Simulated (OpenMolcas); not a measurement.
# SnH2O2 (SMILES [OH][Sn][OH]): methods side by side

SnH2O2 has 5 atoms, charge 0, and is taken as a singlet. As SMILES, `[OH][Sn][OH]`. The shape is that of a PBE0-D4/def2-TZVP optimisation. This is one conformer, not always the lowest.

```xyz
5

O    -0.9843    0.1778   -0.6138
Sn   -0.1537   -0.9439    0.8009
O     1.5618    0.0029    0.6361
H    -1.9012   -0.0056   -0.8314
H     1.5272    0.6951   -0.0333
```

Each level gives the dipole moment (D). The values are calculated.

| level | kind | program | value (D) | CPU time |
| --- | --- | --- | --- | --- |
| PBE/def2-SVP (core potential) | GGA | OpenMolcas | 2.19 | 19 s |
| M06-L/def2-SVP (core potential) | meta-GGA | OpenMolcas | 2.44 | 26 s |
| TPSS/def2-SVP (core potential) | meta-GGA | OpenMolcas | 2.20 | 26 s |
| r2SCAN/def2-SVP (core potential) | meta-GGA | OpenMolcas | 2.31 | 21 s |
| B3LYP/def2-SVP (core potential) | global hybrid | OpenMolcas | 2.38 | 17 s |
| BHLYP/def2-SVP (core potential) | global hybrid | OpenMolcas | 2.62 | 14 s |
| M06-2X/def2-SVP (core potential) | hybrid meta-GGA | OpenMolcas | 2.48 | 20 s |
| PBE0/def2-SVP (core potential) | global hybrid | OpenMolcas | 2.41 | 16 s |

The values span 2.19 to 2.62 D. CPU times are rough (shared hosts, several kinds of processor): they show what a rung costs within a factor of a few.

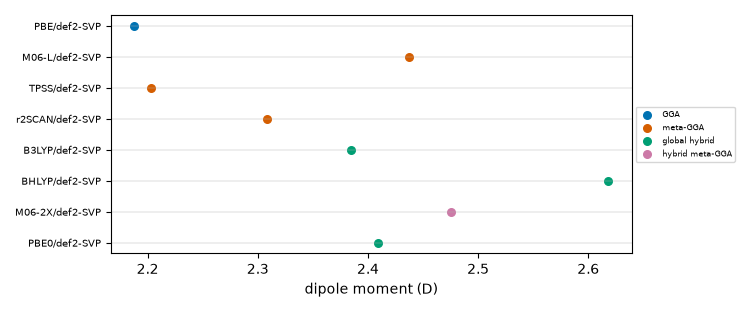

The values of the table, level by level.
